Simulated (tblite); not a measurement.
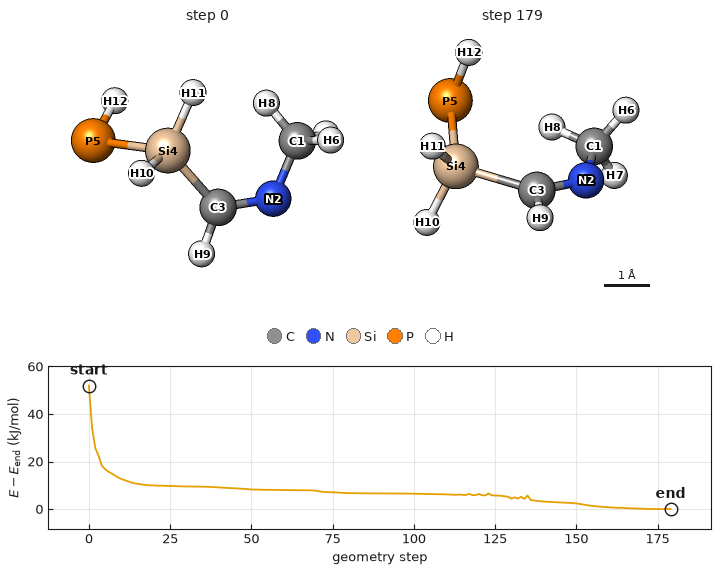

First and last geometry of a relaxation of C$_{2}$H$_{7}$NPSi (multiplicity 2), with the history of the run. The picture is a ball-and-stick view, seen at a tilt.

These are results of GFN2-xTB geometry optimisation, gas phase (tblite 0.8.0), not measurements. 

> What do the curves and the structures tell?

It converged. The energy falls by 52.0 kJ/mol in 179 geometry steps. The largest moves after the best rigid fit, 2.20 Å, are those of H9 and H10. Largest moves by element: H 2.20 Å, P 1.52 Å, C 1.03 Å, N 0.83 Å, Si 0.55 Å. Near-neighbour distances that change, for instance: C3–Si4 1.807 → 1.934 Å, C1–H7 1.137 → 1.091 Å, N2–C3 1.292 → 1.250 Å, C1–H6 1.130 → 1.091 Å. Bond angles that change, for instance: C3–Si4–H11 117.6° → 102.2°, Si4–P5–H12 104.4° → 94.4°, C1–N2–C3 118.8° → 125.8°. Groups turn about C3–Si4 by about 125°, C1–N2 by about 20°. Cost: 0.96 s on 1 thread of Arm Neoverse V1, on a shared host.

| step | E − E(0), kJ/mol |
| --- | --- |
| 0 | 0.00 |
| 1 | -18.07 |
| 2 | -26.42 |
| 3 | -29.58 |
| 4 | -33.77 |
| 5 | -35.17 |
| 6 | -36.23 |
| 7 | -36.98 |
| 8 | -37.86 |
| 9 | -38.67 |
| 10 | -39.31 |
| 19 | -42.00 |
| 28 | -42.39 |
| 37 | -42.62 |
| 46 | -43.29 |
| 54 | -43.85 |
| 63 | -43.99 |
| 72 | -44.71 |
| 81 | -45.28 |
| 90 | -45.38 |
| 99 | -45.48 |
| 108 | -45.70 |
| 117 | -45.55 |
| 126 | -46.29 |
| 135 | -46.27 |
| 143 | -49.04 |
| 152 | -50.04 |
| 161 | -51.31 |
| 170 | -51.83 |
| 179 | -51.97 |
